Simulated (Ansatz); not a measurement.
Cost and result by functional for the adsorption energy of NH3 on the 1x1 (0001) surface of hcp Ru, one in a 2x2 cell, started at the site 'top Ru', in Ansatz (plane waves, PAW). Single points on the PBE structure, on one kind of machine; costs are rough ratios of the slab run's core time (references not counted) to the cheapest single point. r2SCAN's cost holds its higher cutoff (500 against 420 eV). Differences are taken against r2SCAN for comparison alone: no measured value is at hand, so the table doesn't rank accuracy.

Model: 20-atom slab, 6.3 Å thick at the start under the adsorbate (thin: gaps and levels are the slab's own), 6x6x1 mesh, Fermi-Dirac 0.1 eV, dipole correction, 8 atoms held, the rest relaxed; symmetry of the start imposed; no spin, no spin-orbit, no U, no dispersion correction. At the end it is bonded to Ru. In PBE it is, or lies within 0.03 eV of, the lowest of the starts that converged. These notes are the PBE run's. Adsorption energies are against NH3(g). A negative adsorption energy means that the adsorbate is more stable on the surface than in its reference.

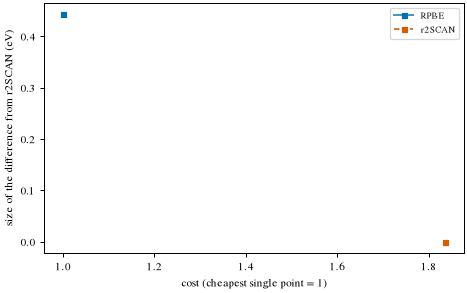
Fig. 1. Difference from r2SCAN against cost

| functional | relative cost | adsorption energy (eV) | less r2SCAN (eV) |
|---|---|---|---|
| RPBE | 1 | -0.44 | 0.44 |
| r2SCAN | 2 | -0.88 | 0.00 |
| PBE (the relaxed run's value) | – | -0.74 | 0.14 |

The values span 0.44 eV, while the single points' costs differ by a factor of roughly 2. Differences are of unrounded values.

Ansatz is a quantum-chemistry and plane-wave program.
